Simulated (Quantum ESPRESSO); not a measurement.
# Sr2Fe2S2OF2: which magnetic order is lowest, part 2 of 2

A self-consistent run ends on one state, which hangs on the start. Several orders of Sr2Fe2S2OF2 are started in Quantum ESPRESSO and their energies compared.

Quantum ESPRESSO 7.5; PBEsol with U = 4.5 eV on Fe d (ortho-atomic projectors); plane waves with GBRV 1.5 PBEsol potentials, no spin-orbit coupling.

So far, absolute magnetization (μB): step 2 (start 1: ferro ++) 8.04.

## 3. Run 2, typed as antiferro +−

pw.in

```
&CONTROL
  calculation = 'scf'
  prefix = 'pwscf'
  outdir = './tmp'
  pseudo_dir = './pseudo'
  disk_io = 'nowf'
/
&SYSTEM
  ibrav = 0
  celldm(1) = 8
  nat = 9
  ntyp = 6
  ecutwfc = 40
  ecutrho = 280
  nbnd = 55
  occupations = 'smearing'
  smearing = 'fd'
  degauss = 0.00367493
  nspin = 2
  starting_magnetization(1) = 0
  starting_magnetization(2) = 0.25
  starting_magnetization(3) = -0.25
  starting_magnetization(4) = 0
  starting_magnetization(5) = 0
  starting_magnetization(6) = 0
/
&ELECTRONS
  conv_thr = 1.8d-08
  electron_maxstep = 150
  mixing_beta = 0.3
/
ATOMIC_SPECIES
Sr     87.6200 sr_pbesol_v1.uspp.F.UPF
Fe1    55.8450 fe_pbesol_v1.5.uspp.F.UPF
Fe2    55.8450 fe_pbesol_v1.5.uspp.F.UPF
S      32.0600 s_pbesol_v1.4.uspp.F.UPF
O      15.9990 o_pbesol_v1.2.uspp.F.UPF
F      18.9984 f_pbesol_v1.4.uspp.F.UPF
CELL_PARAMETERS alat
  -0.4771558464680    0.4771558464680    2.1257056744384
   0.4771558464680   -0.4771558464680    2.1257056744384
   0.4771558464680    0.4771558464680   -2.1257056744384
ATOMIC_POSITIONS crystal
Sr      0.6710000000    0.6710000000    0.0000000000
Sr      0.3290000000    0.3290000000    0.0000000000
Fe1     0.0000000000    0.5000000000    0.5000000000
Fe2     0.5000000000    0.0000000000    0.5000000000
S       0.0938100000    0.0938100000    0.0000000000
S       0.9061900000    0.9061900000    0.0000000000
O       0.5000000000    0.5000000000    0.0000000000
F       0.2500000000    0.7500000000    0.5000000000
F       0.7500000000    0.2500000000    0.5000000000
K_POINTS automatic
8 8 8 0 0 0
HUBBARD {ortho-atomic}
U Fe1-3d 4.5000
U Fe2-3d 4.5000
```

On the command line:

```
$ OMP_NUM_THREADS=1 mpirun -n 4 pw.x -nk 4 -in pw.in > pw.out
```

What it wrote:

```text
[banner, memory and clock lines left out]
Program PWSCF v.7.5 starts

     Message from routine setup:
     using ibrav=0 with symmetry is DISCOURAGED, use correct ibrav instead

     bravais-lattice index     =            0
     lattice parameter (alat)  =       8.0000  a.u.
     unit-cell volume          =     991.1824 (a.u.)^3
     number of atoms/cell      =            9
     number of atomic types    =            6
     number of electrons       =        84.00
     number of Kohn-Sham states=           55
     kinetic-energy cutoff     =      40.0000  Ry
     charge density cutoff     =     280.0000  Ry
     scf convergence threshold =      1.8E-08
     mixing beta               =       0.3000
     number of iterations used =            8  plain     mixing
     Exchange-correlation= SLA  PW   PSX  PSC
                           (   1   4  10   8   0   0   0)
     Hubbard projectors: ortho-atomic
     Hubbard parameters of DFT+U (Dudarev formulation) in eV:
     U(Fe1-3d) =  4.5000
     U(Fe2-3d) =  4.5000

     Internal variables: lda_plus_u =T, lda_plus_u_kind = 0

     Internal variables: orbital_resolved =F, hub_pot_fix =F, apply_U = F

     celldm(1)=   8.000000  celldm(2)=   0.000000  celldm(3)=   0.000000
     celldm(4)=   0.000000  celldm(5)=   0.000000  celldm(6)=   0.000000

     crystal axes: (cart. coord. in units of alat)
               a(1) = (  -0.477156   0.477156   2.125706 )
               a(2) = (   0.477156  -0.477156   2.125706 )
               a(3) = (   0.477156   0.477156  -2.125706 )

     reciprocal axes: (cart. coord. in units 2 pi/alat)
               b(1) = ( -0.000000  1.047876  0.235216 )
               b(2) = (  1.047876 -0.000000  0.235216 )
               b(3) = (  1.047876  1.047876  0.000000 )

     PseudoPot. # 1 for Sr read from file:
     sr_pbesol_v1.uspp.F.UPF
     Pseudo is Ultrasoft + core correction, Zval = 10.0

     PseudoPot. # 2 for Fe read from file:
     fe_pbesol_v1.5.uspp.F.UPF
     Pseudo is Ultrasoft + core correction, Zval = 16.0

     PseudoPot. # 3 for Fe read from file:
     fe_pbesol_v1.5.uspp.F.UPF
     Pseudo is Ultrasoft + core correction, Zval = 16.0

     PseudoPot. # 4 for S  read from file:
     s_pbesol_v1.4.uspp.F.UPF
     Pseudo is Ultrasoft + core correction, Zval =  6.0

     PseudoPot. # 5 for O  read from file:
     o_pbesol_v1.2.uspp.F.UPF
     Pseudo is Ultrasoft + core correction, Zval =  6.0

     PseudoPot. # 6 for F  read from file:
     f_pbesol_v1.4.uspp.F.UPF
     Pseudo is Ultrasoft, Zval =  7.0

     atomic species   valence    mass     pseudopotential
     Sr               10.00    87.62000     Sr( 1.00)
     Fe1              16.00    55.84500     Fe( 1.00)
     Fe2              16.00    55.84500     Fe( 1.00)
     S                 6.00    32.06000     S ( 1.00)
     O                 6.00    15.99900     O ( 1.00)
     F                 7.00    18.99840     F ( 1.00)

     Starting magnetic structure
     atomic species   magnetization
     Sr              0.000
     Fe1             0.250
     Fe2            -0.250
     S               0.000
     O               0.000
     F               0.000

      8 Sym. Ops., with inversion, found

   Cartesian axes

     site n.     atom                  positions (alat units)
         1        Sr     tau(   1) = (   0.0000000   0.0000000   2.8526970  )
         2        Sr     tau(   2) = (   0.0000000   0.0000000   1.3987143  )
         3        Fe1    tau(   3) = (   0.4771558   0.0000000   0.0000000  )
         4        Fe2    tau(   4) = (   0.0000000   0.4771558   0.0000000  )
         5        S      tau(   5) = (  -0.0000000  -0.0000000   0.3988249  )
         6        S      tau(   6) = (   0.0000000   0.0000000   3.8525865  )
         7        O      tau(   7) = (   0.0000000   0.0000000   2.1257057  )
         8        F      tau(   8) = (   0.4771558  -0.0000000   1.0628528  )
         9        F      tau(   9) = (   0.0000000   0.4771558   1.0628528  )

     number of k points=    95  Fermi-Dirac smearing, width (Ry)=  0.0037
                       cart. coord. in units 2pi/alat
        k(    1) = (   0.0000000   0.0000000   0.0000000), wk =   0.0019531
        k(    2) = (   0.1309845   0.1309845   0.0000000), wk =   0.0078125
        k(    3) = (   0.2619689   0.2619689   0.0000000), wk =   0.0078125
        k(    4) = (   0.3929534   0.3929534   0.0000000), wk =   0.0078125
        k(    5) = (  -0.5239378  -0.5239378   0.0000000), wk =   0.0039062
        [... 90 further k-points ...]

     Dense  grid:    78531 G-vectors     FFT dimensions: (  96,  96,  96)

     Smooth grid:    33817 G-vectors     FFT dimensions: (  72,  72,  72)

     Check: negative core charge=   -0.000018
     Generating pointlists ...
     new r_m :   0.2407 (alat units)  1.9256 (a.u.) for type    1
     new r_m :   0.1968 (alat units)  1.5746 (a.u.) for type    2
     new r_m :   0.1968 (alat units)  1.5746 (a.u.) for type    3
     new r_m :   0.2565 (alat units)  2.0522 (a.u.) for type    4
     new r_m :   0.1968 (alat units)  1.5746 (a.u.) for type    5
     new r_m :   0.2407 (alat units)  1.9256 (a.u.) for type    6

     Initial potential from superposition of free atoms

     starting charge      81.9384, renormalised to      84.0000

     negative rho (up, down):  6.553E-02 6.553E-02

     STARTING HUBBARD OCCUPATIONS:

     =================== HUBBARD OCCUPATIONS ===================
     ------------------------ ATOM    3 ------------------------
     Tr[ns(  3)] (up, down, total) =   5.00000  0.00000  5.00000
     Atomic magnetic moment for atom   3 =   5.00000
     [... lines left out ...]
     ------------------------ ATOM    4 ------------------------
     Tr[ns(  4)] (up, down, total) =   0.00000  5.00000  5.00000
     Atomic magnetic moment for atom   4 =  -5.00000
     [... lines left out ...]
     Number of occupied Hubbard levels =   10.0000

     Atomic wfc used for Hubbard projectors are orthogonalized

     Starting wfcs are   72 randomized atomic wfcs

     Self-consistent Calculation

     iteration #  1     ecut=    40.00 Ry     beta= 0.30
     Davidson diagonalization with overlap
     ethr =  1.00E-02,  avg # of iterations =  5.7

     =================== HUBBARD OCCUPATIONS ===================
     ------------------------ ATOM    3 ------------------------
     Tr[ns(  3)] (up, down, total) =   4.95883  4.55145  9.51028
     Atomic magnetic moment for atom   3 =   0.40738
     [... lines left out ...]
     ------------------------ ATOM    4 ------------------------
     Tr[ns(  4)] (up, down, total) =   4.55176  4.95882  9.51057
     Atomic magnetic moment for atom   4 =  -0.40706
     [... lines left out ...]
     Number of occupied Hubbard levels =   19.0209

     negative rho (up, down):  6.450E-02 6.450E-02

     total energy              =    -786.58019918 Ry
     estimated scf accuracy    <      70.97702731 Ry

     total magnetization       =     0.00 Bohr mag/cell
     absolute magnetization    =     1.48 Bohr mag/cell

     iteration #  2     ecut=    40.00 Ry     beta= 0.30
     Davidson diagonalization with overlap
     ethr =  1.00E-02,  avg # of iterations =  7.7

     negative rho (up, down):  6.384E-02 6.384E-02

     total energy              =    -794.32637367 Ry
     estimated scf accuracy    <     466.72233271 Ry

     total magnetization       =    -0.00 Bohr mag/cell
     absolute magnetization    =     0.15 Bohr mag/cell

     [... further iterations left out ...]

     iteration # 22     ecut=    40.00 Ry     beta= 0.30
     Davidson diagonalization with overlap
     ethr =  1.72E-10,  avg # of iterations =  3.1

     negative rho (up, down):  6.655E-02 6.655E-02

     total energy              =    -818.48367940 Ry
     estimated scf accuracy    <       0.00000002 Ry

     total magnetization       =    -0.00 Bohr mag/cell
     absolute magnetization    =     7.56 Bohr mag/cell

     iteration # 23     ecut=    40.00 Ry     beta= 0.30
     Davidson diagonalization with overlap
     ethr =  2.84E-11,  avg # of iterations =  3.7

     negative rho (up, down):  6.655E-02 6.655E-02

     Magnetic moment per site  (integrated on atomic sphere of radius R)
     atom   1 (R=0.241)  charge=  7.0442  magn= -0.0000
     atom   2 (R=0.241)  charge=  7.0442  magn= -0.0000
     atom   3 (R=0.197)  charge= 13.2332  magn=  3.3151
     atom   4 (R=0.197)  charge= 13.2332  magn= -3.3151
     atom   5 (R=0.257)  charge=  4.7157  magn= -0.0000
     atom   6 (R=0.257)  charge=  4.7157  magn= -0.0000
     atom   7 (R=0.197)  charge=  5.5644  magn= -0.0000
     atom   8 (R=0.241)  charge=  7.2067  magn= -0.0000
     atom   9 (R=0.241)  charge=  7.2067  magn= -0.0000

     End of self-consistent calculation

     =================== HUBBARD OCCUPATIONS ===================
     ------------------------ ATOM    3 ------------------------
     Tr[ns(  3)] (up, down, total) =   4.90755  1.25190  6.15946
     Atomic magnetic moment for atom   3 =   3.65565
     [... lines left out ...]
     ------------------------ ATOM    4 ------------------------
     Tr[ns(  4)] (up, down, total) =   1.25190  4.90755  6.15946
     Atomic magnetic moment for atom   4 =  -3.65565
     [... lines left out ...]
     Number of occupied Hubbard levels =   12.3189

     Number of k-points >= 100: set verbosity='high' to print the bands.

     the Fermi energy is    10.1707 ev

!    total energy              =    -818.48367945 Ry
     estimated scf accuracy    <          1.2E-09 Ry
     smearing contrib. (-TS)   =      -0.00000000 Ry
     internal energy E=F+TS    =    -818.48367945 Ry

     The total energy is F=E-TS. E is the sum of the following terms:
     one-electron contribution =    -553.05144081 Ry
     hartree contribution      =     314.74401998 Ry
     xc contribution           =    -137.07102220 Ry
     ewald contribution        =    -443.24765987 Ry
     Hubbard energy            =       0.14242345 Ry

     total magnetization       =    -0.00 Bohr mag/cell
     absolute magnetization    =     7.56 Bohr mag/cell

     convergence has been achieved in  23 iterations
```

It took 19 min on 4 MPI ranks of Intel Xeon Platinum 8559C (Emerald Rapids), shared host; peak memory 2.3 GiB; 77 min of CPU time.

Spin moment in the atom's sphere by atom:

```
atom  spin moment in the atom's sphere (μB)
 Sr1                                   0.00
 Sr2                                   0.00
 Fe3                                   3.32
 Fe4                                  -3.32
  S5                                   0.00
  S6                                   0.00
  O7                                   0.00
  F8                                   0.00
  F9                                   0.00
```

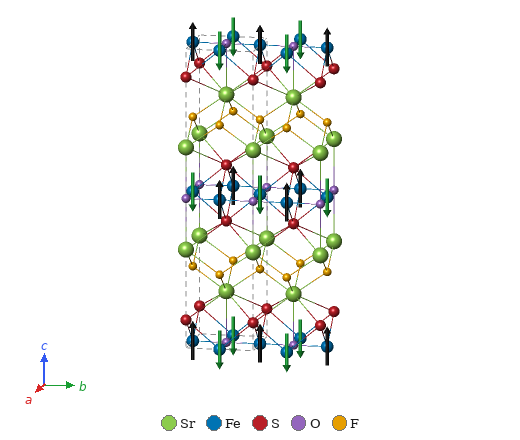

Spin moment in the atom's sphere as arrows, the longest 3.32 μB. Up and down stand for the sign. Arrows give size and sign along the axis of quantisation, drawn up and down the page. The two directions have two colours. 1×2×1 conventional cells are drawn. Some periodic images of atoms are drawn too.

This step gave:

- smearing term TS: 1.73e-11 eV
- magnetization: 0 μB
- absolute magnetization: 7.563 μB
- final state: antiferromagnetic

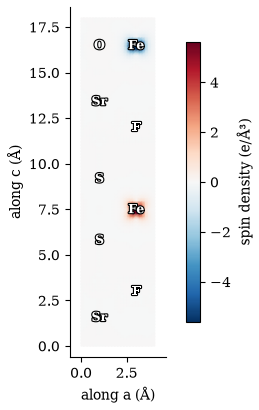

Spin density in the ac plane of the conventional cell at fractional y = 0.000, with atoms of Sr and Fe and S and O and F within 0.2 Å of it. The map starts off the cell's origin, so that atoms lie inside it.

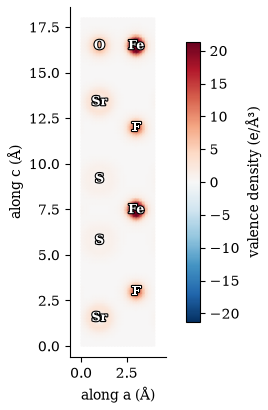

Valence density in the ac plane of the conventional cell at fractional y = 0.000, with atoms of Sr and Fe and S and O and F within 0.2 Å of it. It is the smooth field of the valence electrons, not physical close to the nuclei. The map starts off the cell's origin, so that atoms lie inside it.

## 4. The states side by side

An order is kept where moments of 0.15 μB or more survive with the typed signs; meshes match where a doubled cell samples the same k points as the first cell.

Orders:

```
       start        final state  typed order kept  energy over the lowest (meV a seeded atom)  largest site moment (μB)  net moment (μB a cell of the first run)  mesh matched  CPU time (s)
    ferro ++      ferromagnetic               yes                                       57.34                     3.346                                        8           yes          2693
antiferro +-  antiferromagnetic               yes                                           0                     3.315                                        0           yes          4599
```

## 5. Occupations of the corrected shells in the lowest state

Occupations of the Hubbard shells:

```
block  type  shell  spin  electrons             occupation numbers
    3   Fe1     3d    up      4.908  0.973 0.978 0.981 0.985 0.990
    3   Fe1     3d  down      1.252  0.037 0.043 0.096 0.138 0.938
    4   Fe2     3d    up      1.252  0.037 0.043 0.096 0.138 0.938
    4   Fe2     3d  down      4.908  0.973 0.978 0.981 0.985 0.990
```

## 6. Summary of results

```json
{"lowest state found": "antiferromagnetic (from antiferro +-)", "largest site moment": "3.32 μB", "next state with moments": "ferromagnetic, 57.3 meV a seeded atom higher"}
```

**Reading.** Only these 2 starts were compared; other wavevectors, canted and longer-period orders were not.

[Logs and program files are shortened in this print: banners, set-up blocks, solver, clock and traceback lines can be left out without a mark of their own.]

[Logs are printed without paths, hosts, clocks, repeated set-up lines and the standing remarks that a program may print on its own settings, such as how far it seeks lower states.]

[Hosts, paths, dates, database ids (printed as entryN), source tags and the programs' standing remarks are cut or masked in the printed files.]

[Where a cell is said to come from a database of computed structures, the database is the Materials Project.]
